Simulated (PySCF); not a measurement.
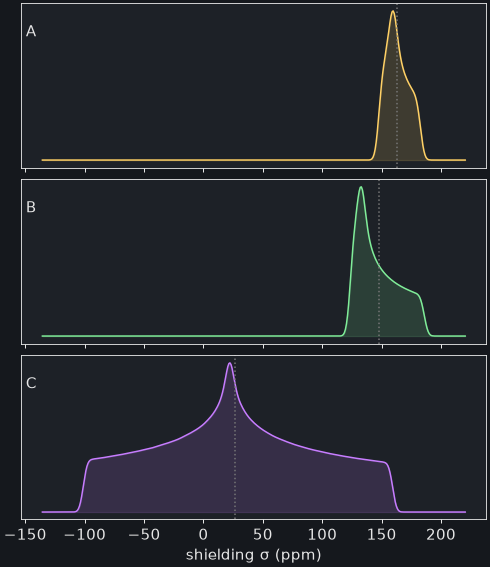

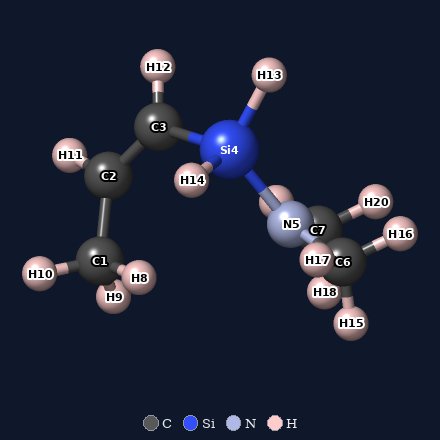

Static powder patterns (¹³C) from GIAO shielding tensors of C₅H₁₃NSi, SMILES C/C=C\[SiH2]N(C)C, PBE0/pcSseg-1 in PySCF 2.14.0, at a GFN2-xTB geometry (no frequency check); absolute shielding, one fixed geometry of the isolated molecule without any motion, no dipolar terms. The dotted line is the isotropic value; skew is 3(σiso − σ22)/span.

### The panels belong to C1, C2 and C7. Which is which?

panel A: C1, σ11, σ22, σ33 = 148, 160, 183 ppm, isotropic 163, span 35 ppm, skew 0.32; panel B: C7, σ11, σ22, σ33 = 124, 133, 186 ppm, isotropic 147, span 62 ppm, skew 0.70; panel C: C2, σ11, σ22, σ33 = −101, 22, 159 ppm, isotropic 27, span 260 ppm, skew 0.05.

Caveats: the tight-binding geometry is rougher than a DFT one and adds to the error; one conformer of a flexible molecule.
